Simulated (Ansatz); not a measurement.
Cost and result by functional for the surface energy of the (311) surface of bcc Li in its 1x1 cell, outermost plane spacing 0.52 Å in the ideal cut, in Ansatz (plane waves, PAW). Single points on the PBE structure, on one kind of machine; costs are rough ratios of the slab run's core time (references not counted) to the cheapest single point. r2SCAN's cost holds its higher cutoff (500 against 420 eV). Differences are taken against r2SCAN for comparison alone: no measured value is at hand, so the table doesn't rank accuracy.

Model: 21-atom slab, 10.4 Å thick at the start (thin: gaps and levels are the slab's own), 8x5x1 mesh, Fermi-Dirac 0.1 eV, dipole correction, all atoms relaxed; held to the part of the start's symmetry that mesh and held atoms allow; no spin, no spin-orbit, no U. These notes are the PBE run's.

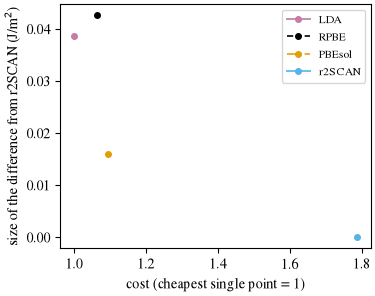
*Difference from r2SCAN against cost*

| functional | relative cost | surface energy (J/m²) | less r2SCAN (J/m²) |
|---|---|---|---|
| LDA | 1 | 0.57 | 0.04 |
| RPBE | 1 | 0.49 | -0.04 |
| PBEsol | 1 | 0.55 | 0.02 |
| r2SCAN | 2 | 0.53 | 0.00 |
| PBE (the relaxed run's value) | – | 0.52 | -0.01 |

The values span 0.08 J/m², while the single points' costs differ by a factor of roughly 2. Differences are of unrounded values.

Ansatz is an electronic-structure program.
